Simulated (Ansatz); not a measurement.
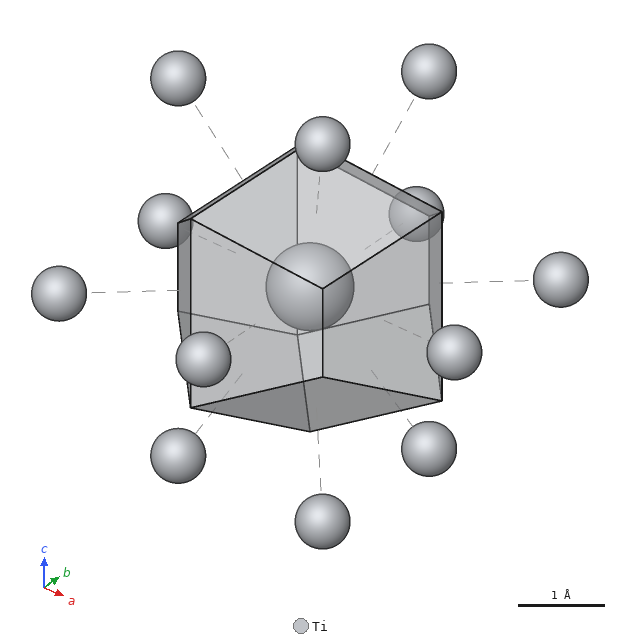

Voronoi–Dirichlet polyhedron, computed geometrically; every face belongs to one neighbour and no atomic radii are used. Central atom: Ti (2d) in Ti; faces take the colour of the neighbour behind them. Origin: the geometry relaxed with Ansatz 0.2.0, DFT PBE, scalar-relativistic, plane waves, PAW.

Ti, space group P6_3/mmc (No. 194), a = 2.939 Å, b = 2.939 Å, c = 4.647 Å, α = 90.00°, β = 90.00°, γ = 120.00°

| site | Wyckoff | x | y | z |
| --- | --- | --- | --- | --- |
| Ti | 2d | 0.3333 | 0.6667 | 0.7500 |

### How many faces does the cell have, and of which kinds?

12 faces, index ⟨0,12,0,0⟩: a twelve-faced cell of four-edged faces, as in close packing.

### What is the volume of this Voronoi cell?

17.4 Å³, equal to the mean volume per atom.

### Tabulate the neighbours by distance and solid angle.

```csv
neighbour,faces,distance (Å),solid angle (% of sphere)
Ti,6,2.88,52.1
Ti,6,2.94,47.9
```
